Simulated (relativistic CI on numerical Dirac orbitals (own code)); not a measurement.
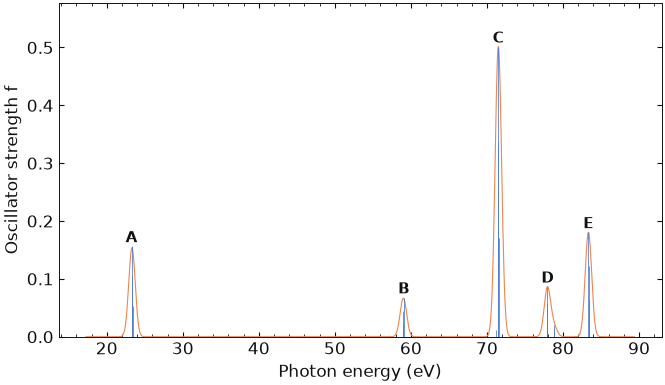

Computed spectrum: absorption lines from the lowest level (oscillator strengths f) of an atom or ion with 7 electrons. Method of calculation: Dirac CI, KLI exchange-only orbitals, Breit term, model QED, valence Slater integrals scaled by 0.85, a P86 correlation estimate for each configuration. The envelope is a Gaussian of full width 1 eV, scaled to the tallest stick.

### Which ion is it, and what are the lettered lines?

Ne³⁺. A: 2s 2p⁴ ⁴P₅/₂ ← 2s² 2p³ ⁴S°₃/₂, 23.28 eV, f = 0.16; B: 2s² 2p² 3s ⁴P₅/₂ ← 2s² 2p³ ⁴S°₃/₂, 59.05 eV, f = 0.068; C: 2s² 2p² 3d ⁴P₅/₂ ← 2s² 2p³ ⁴S°₃/₂, 71.48 eV, f = 0.50; D: 2s 2p³ 3p ⁴P₅/₂ ← 2s² 2p³ ⁴S°₃/₂, 77.95 eV, f = 0.087; E: 2s² 2p² 4d ⁴P₅/₂ ← 2s² 2p³ ⁴S°₃/₂, 83.32 eV, f = 0.18.

Known limits: near-neutral ion: configurations can be misplaced by up to about 10000 cm⁻¹, over 20000 where the f count changes; rates and lifetimes follow the computed energies and can be off by orders of magnitude; the fine structure of a weakly bound d or f electron outside closed shells is too small or inverted; only a limited list of configurations is included, so lower levels can be missing; only lines among the lowest 200 of 289 levels are drawn.
